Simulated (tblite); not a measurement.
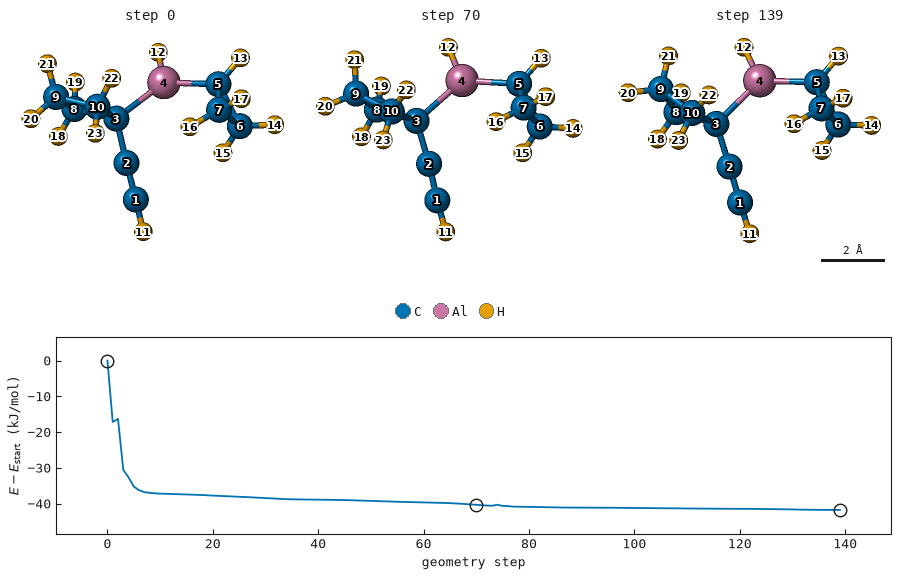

Frames of a relaxation of C9H13Al, marked on the history of the run. A ball-and-stick model, seen at a tilt.

All numbers below come from GFN2-xTB geometry optimisation, gas phase (tblite 0.8.0). 

> What happens along the run?

The atom that moves furthest after the best rigid fit is H20 (0.86 Å). Largest moves by element: H 0.86 Å, C 0.32 Å, Al 0.24 Å. Near-neighbour distances that change, for instance: Al4–H12 1.603 → 1.548 Å, C6–H14 1.120 → 1.081 Å, C6–C7 1.519 → 1.484 Å, C6–H15 1.113 → 1.084 Å. Bond angles that change, for instance: Al4–C3–C8 115.1° → 105.8°, H16–C7–H17 122.7° → 113.7°, H14–C6–H15 122.2° → 113.7°. Groups turn about C3–C10 by about 25°, C9–C10 by about 25°, C8–C9 by about 20°. After 139 geometry steps the energy has fallen by 41.8 kJ/mol. Cost: 2.5 s on 1 thread of Arm Neoverse N1 (shared host). From step 0 to 70: H atoms move most (0.52 Å), energy −40.3 kJ/mol. From step 70 to 139: H21 moves most (0.47 Å), energy −1.43 kJ/mol.
